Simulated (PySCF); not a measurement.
**CCSDT(Q)/STO-6G run of BCl (SMILES [B]Cl)**

What is the energy change on altering one bond length of BCl at CCSDT(Q)/STO-6G? Input form: a Python script.

The calculation is run with PySCF 2.14.0.

17 further runs of the same task are left out: 7 that didn't finish, 10 set aside as unsound or not needed.

### 1 The molecule

The species is BCl (2 atoms), meant as a singlet with charge 0. SMILES: `[B]Cl`. The shape is that of a PBE0-D4/def2-TZVP optimisation.

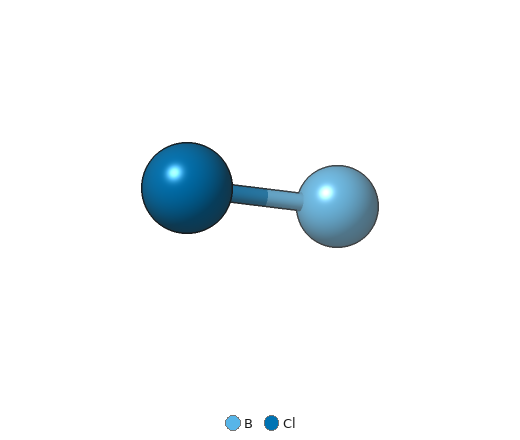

Viewed from a chosen angle; boron blue, chlorine blue.

### 2 The energy at CCSDT(Q)/STO-6G

The input, job.py:

```python
# BCl
from pyscf import gto, cc

mol = gto.M(
    atom='''
B      0.000000     0.000000    -0.131638
Cl     0.000000     0.000000     3.114628
''',
    verbose=4,
    spin=0,
    unit='bohr',
    basis='sto-6g',
    max_memory=1860,
)

mf = mol.RHF()
mf.conv_tol = 1e-10
mf.kernel()
if not mf.converged:
    mf = mf.newton().run(mf.mo_coeff, mf.mo_occ)

mycc = cc.CCSDT(mf, frozen=6)
mycc.kernel()
e_bracket, e_q = mycc.ccsdt_q()
e_final = mycc.e_tot + e_q
print('E = %.10f Eh' % e_final)
```

Launch:

```
$ OMP_NUM_THREADS=1 python job.py
```

What it wrote:

```text
PySCF version 2.14.0

[INPUT] num. atoms = 2
[INPUT] num. electrons = 22
[INPUT] charge = 0
[INPUT] spin (= nelec alpha-beta = 2S) = 0
[INPUT] symmetry False subgroup None
[INPUT] Mole.unit = bohr
[INPUT] Symbol           X                Y                Z      unit          X                Y                Z       unit  Magmom
[INPUT]  1 B      0.000000000000   0.000000000000  -0.069659829691 AA    0.000000000000   0.000000000000  -0.131638000000 Bohr   0.0
[INPUT]  2 Cl     0.000000000000   0.000000000000   1.648190158093 AA    0.000000000000   0.000000000000   3.114628000000 Bohr   0.0

nuclear repulsion = 26.1839294746641
number of shells = 8
number of NR pGTOs = 84
number of NR cGTOs = 14
basis = sto-6g
ecp = {}

******** <class 'pyscf.scf.hf.RHF'> ********
method = RHF
initial guess = minao
damping factor = 0
level_shift factor = 0
DIIS = <class 'pyscf.scf.diis.CDIIS'>
diis_start_cycle = 1
diis_space = 8
diis_damp = 0
SCF conv_tol = 1e-10
SCF conv_tol_grad = None
SCF max_cycles = 50
direct_scf = True
direct_scf_tol = 1e-13
Set gradient conv threshold to 1e-05
Initial guess from minao.
init E= -482.303626993128
  HOMO = -0.195081910951591  LUMO = 0.173364623603068  gap/eV = 10.02594
cycle= 1 E= -482.473306308605  delta_E= -0.17  |g|= 0.224  |ddm|= 1.62
  HOMO = -0.336891517965738  LUMO = 0.188169624487643  gap/eV = 14.28764
cycle= 2 E= -482.501246513957  delta_E= -0.0279  |g|= 0.0484  |ddm|= 0.638
  HOMO = -0.301899898469416  LUMO = 0.234142468532725  gap/eV = 14.58646
cycle= 3 E= -482.502551100357  delta_E= -0.0013  |g|= 0.0132  |ddm|= 0.0912
  HOMO = -0.303150606154678  LUMO = 0.234285723474456  gap/eV = 14.62439
cycle= 4 E= -482.502727443225  delta_E= -0.000176  |g|= 0.00192  |ddm|= 0.0646
  HOMO = -0.302968307287298  LUMO = 0.234041827621007  gap/eV = 14.61279
cycle= 5 E= -482.502731377225  delta_E= -3.93e-06  |g|= 0.000308  |ddm|= 0.00839
  HOMO = -0.303061851991102  LUMO = 0.23413129588194  gap/eV = 14.61777
cycle= 6 E= -482.502731427957  delta_E= -5.07e-08  |g|= 3.05e-05  |ddm|= 0.000858
  HOMO = -0.303050466248238  LUMO = 0.234121186854868  gap/eV = 14.61719
cycle= 7 E= -482.502731428905  delta_E= -9.48e-10  |g|= 7.87e-07  |ddm|= 0.000111
  HOMO = -0.303050541046668  LUMO = 0.234120913491789  gap/eV = 14.61718
cycle= 8 E= -482.502731428905  delta_E=    0  |g|= 9.75e-08  |ddm|= 1.75e-06
  HOMO = -0.303050578099783  LUMO = 0.234120932283235  gap/eV = 14.61718
Extra cycle  E= -482.502731428905  delta_E= 1.71e-13  |g|= 3.4e-08  |ddm|= 2.18e-07
converged SCF energy = -482.502731428905

******** <class 'pyscf.cc.rccsdt.RCCSDT'> ********
RCCSDT nocc = 5, nmo = 8
Allocating only the i<=j<=k part of the T3 amplitude in memory
frozen orbitals 6
max_cycle = 50
conv_tol = 1e-07
conv_tol_normt = 1e-06
diis with the T3 amplitude
diis_space = 6
diis_start_cycle = 0
diis_start_energy_diff = 1e+09
einsum_backend: numpy
_make_eris_incore_RCCSDT
blksize  5    blksize_oovv  4    blksize_oooo  4    blksize_vvvv  1

WARN: A large `blksize` is being used, which may cause large memory consumption
      for storing contraction intermediates. If memory is sufficient, consider using
      `pyscf.cc.rccsdt_highm.RCCSDT` instead.

WARN: A large `blksize_oovv` is being used, which may cause large memory consumption
      for storing contraction intermediates. If memory is sufficient, consider using
      `pyscf.cc.rccsdt_highm.RCCSDT` instead.

WARN: A large `blksize_oooo` is being used, which may cause large memory consumption
      for storing contraction intermediates. If memory is sufficient, consider using
      `pyscf.cc.rccsdt_highm.RCCSDT` instead.

Approximate memory usage estimate
    T3 memory                7.38 KB
    R3 memory                7.38 KB
    Symmetrized T3 memory    6.33 KB
    ERIs memory              32.0 KB
    T1-ERIs memory           32.0 KB
    Intermediates memory     32.0 KB
    Block workspace          30.4 KB
    T3 einsum buffer         30.4 KB
Total estimated memory        178 KB
Init t2, MP2 energy = -482.542200107347  E_corr(MP2) -0.039468678441
Init E_corr(RCCSDT) = -0.0394686784414607
cycle =  1  E_corr(RCCSDT) = -0.049625811595  dE = -1.015713315377e-02  norm(d tamps) = 7.69842053e-02
cycle =  2  E_corr(RCCSDT) = -0.058681842814  dE = -9.056031219025e-03  norm(d tamps) = 4.34808689e-02
cycle =  3  E_corr(RCCSDT) = -0.060889428111  dE = -2.207585296643e-03  norm(d tamps) = 2.45949274e-02
cycle =  4  E_corr(RCCSDT) = -0.065642750279  dE = -4.753322167622e-03  norm(d tamps) = 1.45561162e-02
cycle =  5  E_corr(RCCSDT) = -0.065350478581  dE =  2.922716970270e-04  norm(d tamps) = 1.58500453e-03
cycle =  6  E_corr(RCCSDT) = -0.065353487683  dE = -3.009101665882e-06  norm(d tamps) = 5.80560979e-04
cycle =  7  E_corr(RCCSDT) = -0.065373306156  dE = -1.981847277450e-05  norm(d tamps) = 2.00795549e-04
cycle =  8  E_corr(RCCSDT) = -0.065360966662  dE =  1.233949407160e-05  norm(d tamps) = 5.58712246e-05
cycle =  9  E_corr(RCCSDT) = -0.065360942530  dE =  2.413175979876e-08  norm(d tamps) = 1.03808573e-05
cycle = 10  E_corr(RCCSDT) = -0.065360876872  dE =  6.565785834467e-08  norm(d tamps) = 3.96487016e-06
cycle = 11  E_corr(RCCSDT) = -0.065361125921  dE = -2.490485164208e-07  norm(d tamps) = 1.83516595e-06
cycle = 12  E_corr(RCCSDT) = -0.065361117607  dE =  8.313880042743e-09  norm(d tamps) = 5.19079524e-07
RCCSDT converged
E(RCCSDT) = -482.5680925465121   E_corr = -0.06536111760687763
E_corr(same-spin) = -0.00740528181762238
E_corr(oppo-spin) = -0.0579558357892552
_make_eris_incore_RCCSDT
[Q] correction =  2.480090625647e-04    (Q) correction = -2.368480880415e-04
E = -482.5683293946 Eh
```

Run time: 0.92 s. Hardware: 1 thread of Arm Neoverse V2, shared host; peak memory 0.12 GiB.

### 3 The distorted shape, same level

The input, input.py:

```python
from pyscf import gto, cc

molecule = gto.M(
    atom=[
    ('B', (-0.000000, -0.000000, -0.413210)),
    ('Cl', (0.000000, 0.000000, 1.648190)),
],
    max_memory=1860,
    basis='sto-6g',
    charge=0,
    verbose=3,
)

mf = molecule.RHF()
mf.conv_tol = 1e-10
mf.kernel()
if not mf.converged:
    mf = mf.newton().run(mf.mo_coeff, mf.mo_occ)

mycc = cc.CCSDT(mf, frozen=6)
mycc.kernel()
e_bracket, e_q = mycc.ccsdt_q()
e_tot = mycc.e_tot + e_q
print('Final energy', e_tot)
```

Launch:

```
$ OMP_NUM_THREADS=1 python input.py
```

What it wrote:

```text
converged SCF energy = -482.481993643051
_make_eris_incore_RCCSDT

WARN: A large `blksize` is being used, which may cause large memory consumption
      for storing contraction intermediates. If memory is sufficient, consider using
      `pyscf.cc.rccsdt_highm.RCCSDT` instead.

WARN: A large `blksize_oovv` is being used, which may cause large memory consumption
      for storing contraction intermediates. If memory is sufficient, consider using
      `pyscf.cc.rccsdt_highm.RCCSDT` instead.

WARN: A large `blksize_oooo` is being used, which may cause large memory consumption
      for storing contraction intermediates. If memory is sufficient, consider using
      `pyscf.cc.rccsdt_highm.RCCSDT` instead.

RCCSDT converged
E(RCCSDT) = -482.552459244516   E_corr = -0.07046560146506534
E_corr(same-spin) = -0.00601860669714311
E_corr(oppo-spin) = -0.0644469947679222
_make_eris_incore_RCCSDT
Final energy -482.55295522563677
```

It took 0.92 s on 1 thread of Arm Neoverse V2, shared host; peak memory 0.12 GiB.

### 4 Outcome

Level: CCSDT(Q)/STO-6G, 6 core orbitals frozen.

```
                                                          quantity          value
                                         first shape: total energy  -482.56833 Eh
                 first shape: dipole moment (Hartree–Fock density)         0.34 D
                  first shape: HOMO energy (Hartree–Fock orbitals)       -8.25 eV
                  first shape: LUMO energy (Hartree–Fock orbitals)        6.37 eV
                first shape: HOMO–LUMO gap (Hartree–Fock orbitals)       14.62 eV
          first shape: correlation energy (6 core orbitals frozen)      -65.6 mEh
                                        first shape: T1 diagnostic          0.016
                                     distorted shape: total energy  -482.55296 Eh
             distorted shape: dipole moment (Hartree–Fock density)         2.58 D
              distorted shape: HOMO energy (Hartree–Fock orbitals)       -8.89 eV
              distorted shape: LUMO energy (Hartree–Fock orbitals)        5.03 eV
            distorted shape: HOMO–LUMO gap (Hartree–Fock orbitals)       13.93 eV
      distorted shape: correlation energy (6 core orbitals frozen)      -71.0 mEh
                                    distorted shape: T1 diagnostic          0.021
energy change with the B1–Cl2 bond stretched from 1.718 to 2.061 Å       0.418 eV
```

What this shows: With the B1–Cl2 bond stretched from 1.718 to 2.061 Å the energy rises by 0.42 eV (9.6 kcal/mol). The first shape isn't relaxed at this level, so the change isn't measured from a minimum. The minimal basis adds a large error of its own. The T1 diagnostic (distorted shape) of 0.021 is above the customary mark for such species, so a single reference may not serve.
